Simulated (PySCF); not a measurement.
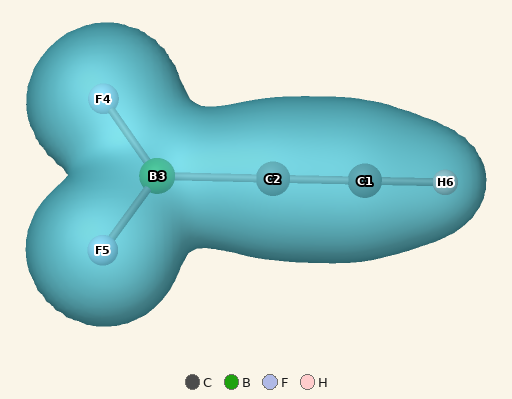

Figure 1: C$_{2}$HBF$_{2}$ (SMILES C#CB(F)F). Isosurface of the electron density at 0.2 e/Å³ (cyan), seen at a tilt.

Geometry: GFN2-xTB.

Computed with PBE0/pcSseg-1, SCF density, gas phase, non-relativistic in PySCF.

Input

```
{"job": {"kind": "nmr", "xc": "PBE0", "basis": "pcSseg-1"}, "charge": 0, "multiplicity": 1}
C      1.618751    -0.092139     0.017252
C      0.417579    -0.026329     0.003568
B     -1.096234     0.061771    -0.017119
F     -1.735945     1.115330    -0.478833
F     -1.870075    -0.907346     0.423439
H      2.669047    -0.149298     0.030118
```

Run with:

```sh
OMP_NUM_THREADS=1 python probes_run.py task.json out
```

What does this surface tell about the bonding?

Answer. At this value the surface is in one piece. It bridges the sampled C–C (1.20 Å), B–F (1.32 Å), C–B (1.52 Å) and C–H (1.05 Å) contacts, where the density stays above the isovalue. On the grid the lowest density along these lines, outside the cores, is 2.8 e/Å³ (C–C, 1.20 Å), 1.6 e/Å³ (B–F, 1.32 Å), 1.3 e/Å³ (C–B, 1.52 Å) and 2 e/Å³ (C–H, 1.05 Å).
